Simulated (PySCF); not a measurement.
Hexamethyldisilane, C6H18Si2, SMILES [Si](C)(C)(C)[Si](C)(C)C, singlet at its GFN2-xTB optimised geometry (Å):

```
26

C     -2.3484     1.0905     0.0073
Si    -0.4338     1.0924     0.0000
C      0.1249     2.0773    -1.5440
C      0.1370     2.0799     1.5378
Si     0.4347    -1.0901     0.0000
C      2.3494    -1.0901     0.0000
C     -0.1310    -2.0770    -1.5401
C     -0.1308    -2.0750     1.5415
H     -2.7375     0.5831     0.8850
H     -2.7442     0.5805    -0.8659
H     -2.7534     2.0987     0.0074
H     -0.2738     3.0880    -1.5441
H      1.2071     2.1540    -1.5908
H     -0.2075     1.5957    -2.4588
H     -0.2678     3.0882     1.5434
H     -0.1817     1.5958     2.4562
H      1.2192     2.1631     1.5720
H      2.7534    -2.0987     0.0036
H      2.7423    -0.5849    -0.8773
H      2.7422    -0.5787     0.8737
H     -1.2135    -2.1509    -1.5836
H      0.2000    -1.5984    -2.4569
H      0.2650    -3.0889    -1.5394
H     -1.2133    -2.1509     1.5839
H      0.1981    -1.5937     2.4577
H      0.2672    -3.0860     1.5434
```

Computed with CAM-B3LYP/def2-SVP (PySCF). Cells within 0.4 Å of a nucleus heavier than hydrogen are left out (blank, or x).

Map of the HOMO amplitude (bohr^(-3/2)) on the plane z = 0.0 Å; orbital energy -8.38 eV, overall sign arbitrary:

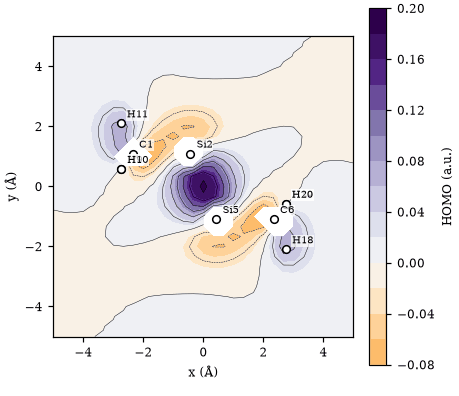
HOMO amplitude (bohr^(-3/2)) on the plane z = 0.0 Å.
